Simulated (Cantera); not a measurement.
A closed system holds: 1 mol SiO₂, a varied amount of H₂, 4.8 mol N₂, equilibrated at 1548.15 K and 0.140 bar.

These are equilibrium values from Cantera (NASA tables, ideal gas, pure condensed phases), not measurements of a reactor. Candidate condensed phases: H₂O, Si, SiO₂, Si₂N₂O, Si₃N₄; 35 gas species. Mutual solubility and eutectic melting of coexisting phases are not modelled. The tables hold silica as quartz up to 1696 K and as liquid above; real silica turns to tridymite and cristobalite and melts near 1996 K. Equilibrium is a limit: real reactors are often held back by kinetics, nucleation or transport.

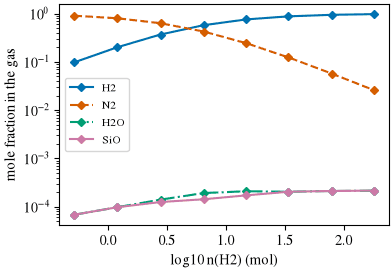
Figure. Equilibrium gas composition (values under 1e-9 drawn at 1e-9)

Question: Read off the mole fractions at 79 mol H₂.

Answer: H₂ about 0.94, N₂ about 0.057, H₂O about 0.00021, SiO about 0.00021.
